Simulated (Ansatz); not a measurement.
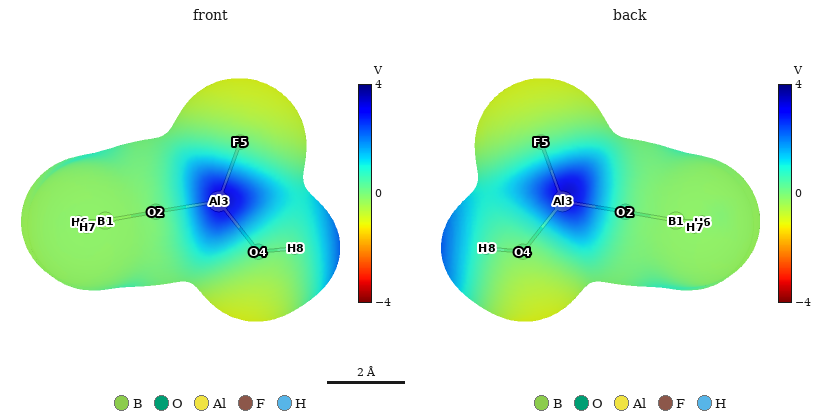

The picture shows: AlBFH₃O₂ (SMILES B[O][Al]([OH])[F]). The molecular electrostatic potential painted on the density surface at 0.001 e/bohr³, seen from the front and from behind; red is negative and blue positive.

Geometry: PBE0-D4/def2-TZVP.

All numbers below come from RKS PBE0-D4/def2-TZVPP in Ansatz 0.2.0.

```yaml
atoms:
  - { symbol: B, position_ang: [-0.2392, 1.9278, 0.0394] }
  - { symbol: O, position_ang: [-0.0564, 0.6166, -0.1352] }
  - { symbol: Al, position_ang: [0.1468, -1.0233, -0.3335] }
  - { symbol: O, position_ang: [0.2694, -2.0058, 1.0204] }
  - { symbol: F, position_ang: [0.2235, -1.6359, -1.8531] }
  - { symbol: H, position_ang: [-1.3581, 2.3634, 0.1172] }
  - { symbol: H, position_ang: [0.7182, 2.6527, 0.1144] }
  - { symbol: H, position_ang: [0.3880, -2.9527, 0.9745] }
```

Question: Which sites attract a positive test charge, and which a negative one?

Answer: A positive charge is drawn to the negative regions and a negative charge to the positive ones. The most negative region (about −1.0 V) lies over O4 and F5, the most positive (about +3.2 V) over Al3.
